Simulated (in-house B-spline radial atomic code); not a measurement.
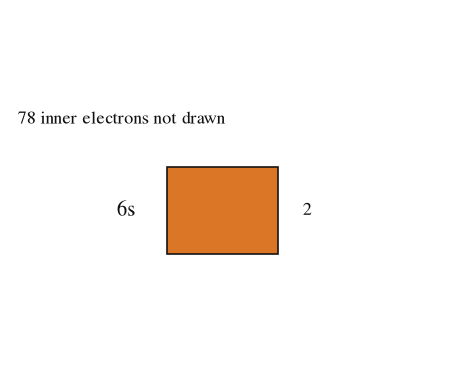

*The outer shells as the input fills them: a box for each of the 2l + 1 orbitals, shaded by the share of the shell that is filled, with the electron count at the right.*

# Run report: Bi³⁺, RPA and GW calculation

Bi³⁺, configuration [Xe] 4f14 5d10 6s2. Computed at this level: RPA, second-order and SOSEX correlation energies and G0W0 (contour deformation) on a scalar-relativistic (spin-free one-electron X2C) mean field, all electrons, B-spline basis (in-house B-spline radial atomic code).

## The input
```
Z = 83
electrons = 80.0
configuration = [Xe] 4f14 5d10 6s2
hamiltonian = x2c
method = pbe0
lmax = 9
rms_radius = 5.5211
spin_polarised = False
box_radius = 14.14
intervals = 68
ion_configuration = [Xe] 4f14 5d10 6s1
```

Hardware: 1 thread of Arm Neoverse N1, 60 GiB of memory available, shared host.

The run was one of a batch that the task file lists, launched with:
```bash
python <driver script> task.json out
```

The program writes its results to a structured record and prints no log; tables and figures of this report are taken from that record.

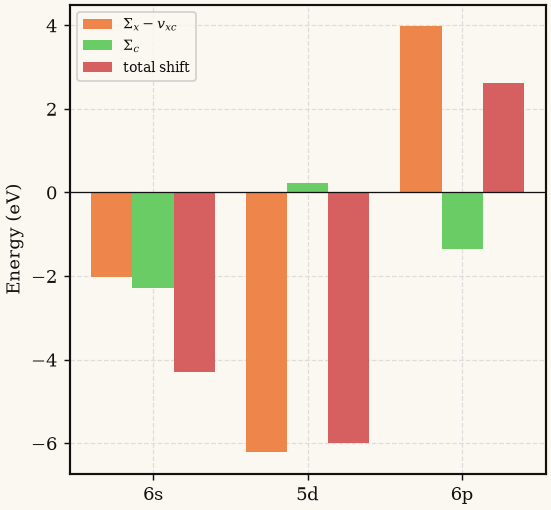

*Parts of the G₀W₀ correction to each level for Bi³⁺ ([Xe] 4f¹⁴ 5d¹⁰ 6s²). All-electron spherical atom, scalar X2C, PBE0 start, no spin-orbit coupling, Breit or QED terms; computed with a B-spline radial code. The quasi-particle equation is solved at full frequency; levels of low quasi-particle weight Z are left out. Σ columns are in eV, and Σc holds an estimate for the angular momenta beyond the basis.*

G₀W₀ moves the highest occupied level, 6s, from −40.93 to −45.23 eV (renormalisation factor Z = 0.96). The empty level 6p goes from −26.60 to −23.97 eV.

```csv
Level,Mean field (eV),Σx − vxc (eV),Σc (eV),Z,G₀W₀ (eV)
6s,−40.93,−2.01,−2.29,0.96,−45.23
5d,−57.30,−6.22,0.22,0.94,−63.30
6p,−26.60,3.98,−1.36,0.97,−23.97
```

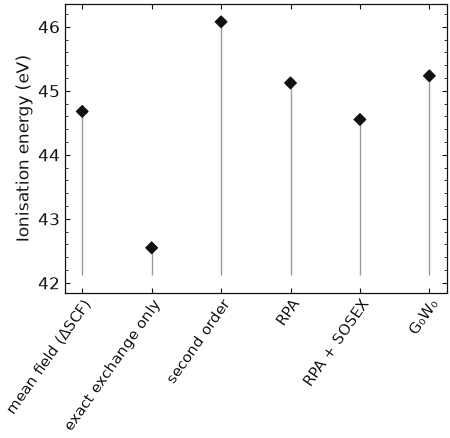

*Ionisation energy of Bi³⁺ ([Xe] 4f¹⁴ 5d¹⁰ 6s² → [Xe] 4f¹⁴ 5d¹⁰ 6s). Differences of total energies, each species on its own start, beside the G₀W₀ level.*

| Method | Ionisation energy (eV) |
| --- | --- |
| mean field (ΔSCF) | 44.68 |
| exact exchange only | 42.55 |
| second order | 46.08 |
| RPA | 45.12 |
| RPA + SOSEX | 44.55 |
| G₀W₀ | 45.23 |

The values run from 42.55 eV (exact exchange only) to 46.08 eV (second order).

## Key numbers

```tsv
quantity	value
outcome	converged
mean-field total energy	−21533.60200 hartree
total energy with exact exchange alone	−21527.69999 hartree
exact exchange energy	−396.78756 hartree
RPA correlation, extrapolated in the angular momentum of the empty orbitals	−7.17307 hartree
RPA correlation, as summed	−6.97588 hartree
direct second-order term	−8.14480 hartree
second-order exchange term	2.01306 hartree
SOSEX term	1.89529 hartree
wall time	24 s
```

## Remarks

Limits: spin-orbit coupling, Breit and QED terms are absent.
